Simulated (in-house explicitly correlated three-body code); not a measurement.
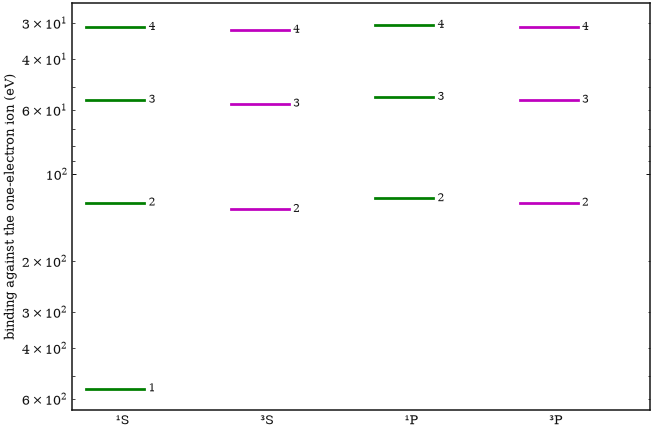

Two electrons around a point charge Z = 7, on a centre of mass 25519 electron masses. Computed variationally in 260 exponentially correlated functions with an in-house code, non-relativistic, converged to about 10⁻⁸ of the energy. The plot shows the bound S and P states that converged, by term and principal number n, on a logarithmic scale of binding.

Question: How do singlets and triplets lie?

Answer: The ground state is bound by 551.9 eV. The n = 2 states drawn run, from the deepest, 2 ³S (132.2 eV), 2 ³P (125.7 eV), 2 ¹S (125.6 eV), 2 ¹P (121.3 eV). Exchange puts 2 ³S below 2 ¹S by 6.59 eV and 2 ³P below 2 ¹P by 4.40 eV.
